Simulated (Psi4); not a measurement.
# AlNH2Cl (SMILES [NH2][Al][Cl]) at U-wB97X/aug-cc-pVDZ

What is the vertical electron affinity of AlNH2Cl at U-wB97X/aug-cc-pVDZ? 

The calculation is run with Psi4 1.11.

2 further runs of the same task are left out: 2 set aside as unsound or not needed.

### Step 1. Starting point

The species is AlNH2Cl (5 atoms), meant as a doublet with charge 0. SMILES: `[NH2][Al][Cl]`. The shape is that of a PBE0-D4/def2-TZVP optimisation. This is one conformer, not always the lowest.

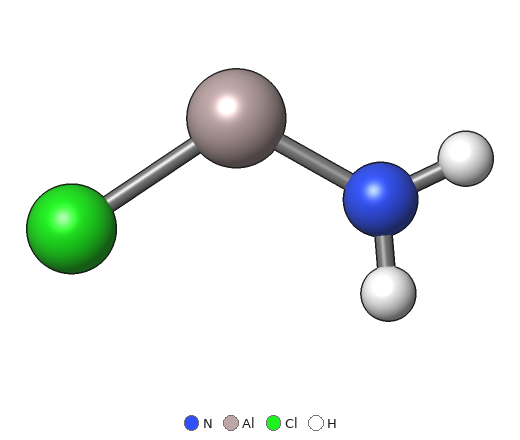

Viewed from a chosen angle; nitrogen blue, aluminium light grey, chlorine green, hydrogen white.

### Step 2. Energy and forces at U-wB97X/aug-cc-pVDZ

alclh2n.inp

```
memory 2200 mb

molecule {
  0 2
  N
  Al 1 r2
  Cl 2 r3 1 a3
  H 1 r4 2 a4 3 d4
  H 1 r5 4 a5 2 d5

  r2 = 1.764931
  r3 = 2.116054
  a3 = 116.66369
  r4 = 1.006777
  a4 = 124.89908
  d4 = 179.97292
  r5 = 1.008829
  a5 = 110.96273
  d5 = 179.98219
  symmetry c1
}

set globals {
  basis                aug-cc-pVDZ
  reference            uks
  puream               true
  e_convergence        1e-09
  d_convergence        1e-08
  scf_type             pk
  dft_radial_points    99
  dft_spherical_points 590
  maxiter              100
}

gradient('wb97x')
```

On the command line:

```sh
$ psi4 -i alclh2n.inp -o alclh2n.out -n 1
```

alclh2n.out, shortened:

```text
[...]
  Running in c1 symmetry.
[...]
  Nuclear repulsion =  119.524170795089432
[...]
  Multiplicity = 2
[...]
  Nalpha       = 20
  Nbeta        = 19
[...]
    Number of basis functions: 95
[...]
   @UKS iter   1:  -758.35754725882509   -4.42712e-01   8.20426e-03 ADIIS/DIIS
[...]
   @UKS iter  13:  -758.63494505733615   -9.32232e-12   7.02630e-09 DIIS
[...]
   @S^2 Observed:                7.510950253E-01
[...]
    Orbital Energies [Eh]
    ---------------------
    Alpha Occupied:
       1A   -101.493530     2A    -56.108030     3A    -14.394316
       4A     -9.532150     5A     -7.290414     6A     -7.285644
       7A     -7.285370     8A     -4.283261     9A     -2.834572
      10A     -2.833087    11A     -2.830424    12A     -0.971584
      13A     -0.933409    14A     -0.601842    15A     -0.566995
      16A     -0.489605    17A     -0.435160    18A     -0.431583
      19A     -0.380347    20A     -0.304760
    Alpha Virtual:
      21A      0.026981    22A      0.035270    23A      0.037077
      24A      0.050894    25A      0.060798    26A      0.077634
[...]
  @UKS Final Energy:  -758.63494505733615
   => Energetics <=
    Nuclear Repulsion Energy =            119.5241707950894323
    One-Electron Energy =               -1286.3123586213184808
    Two-Electron Energy =                 449.1341616986787812
    DFT Exchange-Correlation Energy =     -40.9809189297859362
    Empirical Dispersion Energy =           0.0000000000000000
    VV10 Nonlocal Energy =                  0.0000000000000000
    Total Energy =                       -758.6349450573361537
[...]
 Multipole Moments:
 ------------------------------------------------------------------------------------
     Multipole            Electronic (a.u.)      Nuclear  (a.u.)        Total (a.u.)
 ------------------------------------------------------------------------------------
 L = 1.  Multiply by 2.5417464519 to convert [e a0] to [Debye]
 Dipole X            :          0.0001479           -0.0002703           -0.0001224
 Dipole Y            :         -1.0907246            1.7471644            0.6564398
 Dipole Z            :          4.5879629           -5.2454450           -0.6574821
 Magnitude           :                                                    0.9290834
[...]
  -Total Gradient:
     Atom            X                  Y                   Z
    ------   -----------------  -----------------  -----------------
       1        0.000002708311    -0.000223495611     0.008399703216
       2        0.000001825440    -0.009290499474    -0.008564559442
       3       -0.000001975450     0.009167185194    -0.004466561721
       4       -0.000002685039    -0.002518776723     0.002226618118
       5        0.000000215827     0.002786816171     0.002136720936
[...]
```

Run time: 58 s. Hardware: 1 thread of INTEL XEON PLATINUM 8581C at 2.10GHz (Emerald Rapids), shared host; peak memory 1.3 GiB.

### Step 3. The singlet anion at the same level

job.json

```json
{
  "schema_name": "qcschema_input",
  "schema_version": 1,
  "molecule": {
    "schema_name": "qcschema_molecule",
    "schema_version": 2,
    "symbols": ["N", "Al", "Cl", "H", "H"],
    "geometry": [-1.03821553, 0.87248655, -0.43841646, 0.76080374, -0.55104414, 1.98251168, 3.60370772, -3.11748119, 0.83299128, -2.44454971, 2.12272936, -0.15779213, -0.7872599, 0.53422558, -2.29771799],
    "molecular_charge": -1,
    "molecular_multiplicity": 1,
    "fix_symmetry": "c1",
    "fix_com": true,
    "fix_orientation": true
  },
  "driver": "gradient",
  "model": {
    "method": "wb97x",
    "basis": "aug-cc-pVDZ"
  },
  "keywords": {
    "puream": true,
    "e_convergence": 1e-09,
    "d_convergence": 1e-08,
    "scf_type": "pk",
    "dft_radial_points": 99,
    "dft_spherical_points": 590,
    "scf_properties": ["MULLIKEN_CHARGES", "MAYER_INDICES", "LOWDIN_CHARGES"]
  }
}
```

On the command line:

```sh
$ psi4 --qcschema job.json -n 1 --memory 2200MB
```

stdout, shortened:

```text
[...]
  Running in c1 symmetry.
[...]
  Nuclear repulsion =  119.524169408045751
[...]
  Multiplicity = 1
[...]
  Nalpha       = 20
  Nbeta        = 20
[...]
    Number of basis functions: 95
[...]
   @RKS iter   1:  -758.33717466404585   -4.22340e-01   8.87343e-03 DIIS/ADIIS
[...]
   @RKS iter  13:  -758.68197743712631   -3.41061e-11   7.20855e-09 DIIS
[...]
  @RKS Final Energy:  -758.68197743712631
   => Energetics <=
    Nuclear Repulsion Energy =            119.5241694080457506
    One-Electron Energy =               -1293.9876169219535313
    Two-Electron Energy =                 456.8372029930917506
    DFT Exchange-Correlation Energy =     -41.0557329163102764
    Empirical Dispersion Energy =           0.0000000000000000
    VV10 Nonlocal Energy =                  0.0000000000000000
    Total Energy =                       -758.6819774371263065
[...]
 Multipole Moments:
 ------------------------------------------------------------------------------------
     Multipole            Electronic (a.u.)      Nuclear  (a.u.)        Total (a.u.)
 ------------------------------------------------------------------------------------
 L = 1.  Multiply by 2.5417464519 to convert [e a0] to [Debye]
 Dipole X            :        -61.9696537           60.6541615           -1.3154922
 Dipole Y            :         52.3829524          -51.3963933            0.9865592
 Dipole Z            :        -37.1906455           34.4090783           -2.7815672
 Magnitude           :                                                    3.2312435
[...]
  -Total Gradient:
     Atom            X                  Y                   Z
    ------   -----------------  -----------------  -----------------
       1        0.007039317129    -0.004038435411     0.033546264888
       2        0.015461193761    -0.017696263695    -0.065021857961
       3       -0.027091424055     0.025268774858     0.023745358351
       4        0.002351339329    -0.002225181934    -0.002536530286
       5        0.002153298920    -0.001252440185     0.009963395916
[...]
```

The result, in JSON:

```text
{
 "driver": "gradient",
 "model": {
  "method": "wb97x",
  "basis": "aug-cc-pVDZ"
 },
 "success": true,
 "return_result": [0.007039317129233891, -0.004038435410818608, 0.03354626488793125, 0.015461193761368473, -0.017696263695389163, -0.0650218579607227, -0.027091424054978226, 0.025268774857560537, 0.023745358351153767, 0.0023513393291126616, -0.002225181933904752, -0.002536530286416438, 0.0021532989204413704, -0.001252440184537261, 0.00996339591591977],
 "properties": {
  "calcinfo_nbasis": 95,
  "calcinfo_nmo": 95,
  "calcinfo_nalpha": 20,
  "calcinfo_nbeta": 20,
  "calcinfo_natom": 5,
  "nuclear_repulsion_energy": 119.52416940804575,
  "return_energy": -758.6819774371263,
  "return_gradient": [0.007039317129233891, -0.004038435410818608, 0.03354626488793125, 0.015461193761368473, -0.017696263695389163, -0.0650218579607227, -0.027091424054978226, 0.025268774857560537, 0.023745358351153767, 0.0023513393291126616, -0.002225181933904752, -0.002536530286416438, 0.0021532989204413704, -0.001252440184537261, 0.00996339591591977],
  "scf_one_electron_energy": -1293.9876169219535,
  "scf_two_electron_energy": 456.83720299309175,
  "scf_xc_energy": -41.055732916310276,
  "scf_dipole_moment": [-1.3154921910505593, 0.9865591754136744, -2.781567197676573],
  "scf_total_energy": -758.6819774371263,
  "scf_total_gradient": [0.007039317129233891, -0.004038435410818608, 0.03354626488793125, 0.015461193761368473, -0.017696263695389163, -0.0650218579607227, -0.027091424054978226, 0.025268774857560537, 0.023745358351153767, 0.0023513393291126616, -0.002225181933904752, -0.002536530286416438, 0.0021532989204413704, -0.001252440184537261, 0.00996339591591977],
  "scf_iterations": 13
 }
}
```

Wall time 54 s (1 thread of INTEL XEON PLATINUM 8581C at 2.10GHz (Emerald Rapids), shared host); peak memory 1.3 GiB.

### Step 4. Results

At U-wB97X/aug-cc-pVDZ:

| quantity | value |
| --- | --- |
| doublet AlNH2Cl: total energy | -758.63495 Eh |
| doublet AlNH2Cl: dipole moment | 2.36 D |
| doublet AlNH2Cl: HOMO energy (highest over α and β) | -8.29 eV |
| doublet AlNH2Cl: LUMO energy (lowest over α and β) | -2.04 eV |
| doublet AlNH2Cl: ⟨S²⟩ | 0.751 |
| doublet AlNH2Cl: largest force on an atom | 0.650 eV/Å |
| singlet anion: total energy | -758.68198 Eh |
| singlet anion: HOMO energy | -1.53 eV |
| singlet anion: LUMO energy | 3.71 eV |
| singlet anion: HOMO–LUMO gap (to an unbound level, set by the basis) | 5.24 eV |
| singlet anion: largest force on an atom | 3.555 eV/Å |
| vertical electron affinity (to the singlet anion) | 1.280 eV |

In words: At fixed nuclei the extra electron is bound by 1.28 eV (30 kcal/mol). The largest force (doublet AlNH2Cl) is 0.65 eV/Å: the shape isn't a stationary point for this species at this level.
